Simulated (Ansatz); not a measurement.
```json
{"atom": "C", "x (Å)": "-1.7506", "y (Å)": "1.2995", "z (Å)": "-2.9733"}
{"atom": "S", "x (Å)": "-2.0502", "y (Å)": "0.3048", "z (Å)": "-4.1465"}
{"atom": "Zn", "x (Å)": "-3.0437", "y (Å)": "2.5669", "z (Å)": "-1.5944"}
{"atom": "Zn", "x (Å)": "-1.0371", "y (Å)": "1.0552", "z (Å)": "-0.8261"}
```

Geometry: PBE0-D3(BJ)/def2-SVP.

All numbers below come from isolated molecule in a Gaussian basis; Kohn-Sham density functional theory, functional PBE0 in Ansatz.

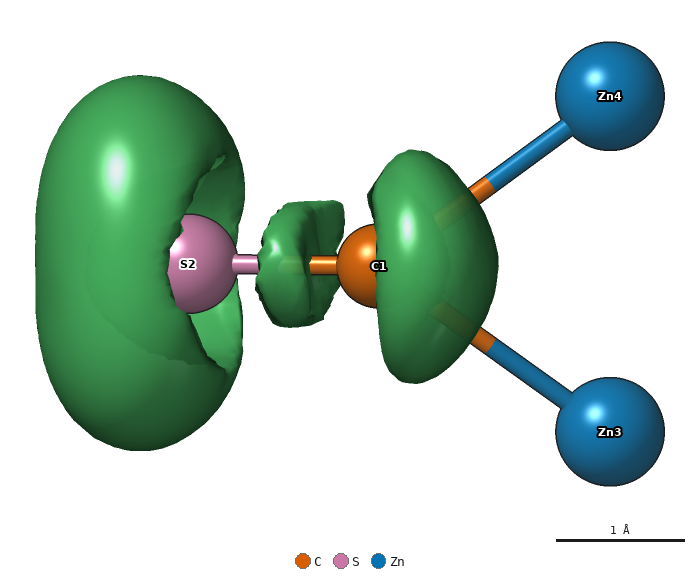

CSZn$_{2}$. Isosurface of the ELF at 0.8 (green), seen across its widest extent. Core shells and regions of very low density are left out.

Q: Identify the bonds, lone pairs and shells in this picture.

A: The ELF exceeds this value in one region between bonded C–S atoms (shared pairs), one ring or bowl of non-bonding electrons around S and one region wrapped around C (its valence shell). Profiles from the grid: C–S (1.57 Å): the ELF peaks at about 0.90 between the atoms (a covalent bond). C–Zn (2.28 Å): the ELF peaks at about 0.90 in the valence shell of C, 0.7 Å from its nucleus, and is about 0.30 at the midpoint.
